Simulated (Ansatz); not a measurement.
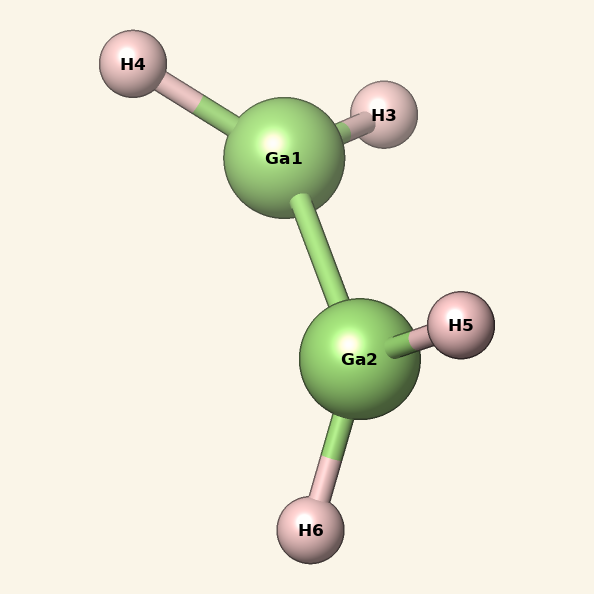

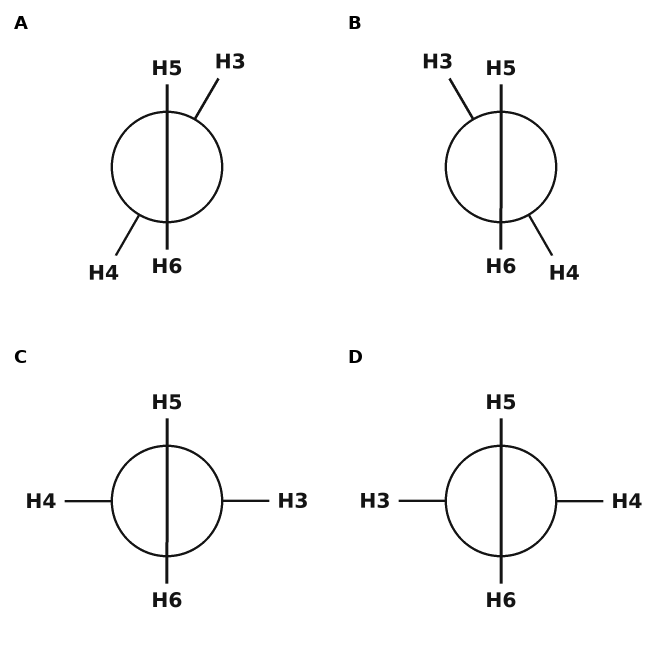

Atoms fade into the background with distance from the viewer. Bonds that would overlap in a projection are set slightly apart. Computed geometry: PBE0-D4/def2-TZVP optimisation.

**Which Newman projection shows the view along Ga2–Ga1, with Ga2 in front?**

C. The torsion angle H5–Ga2–Ga1–H3 is 90°, about perpendicular.
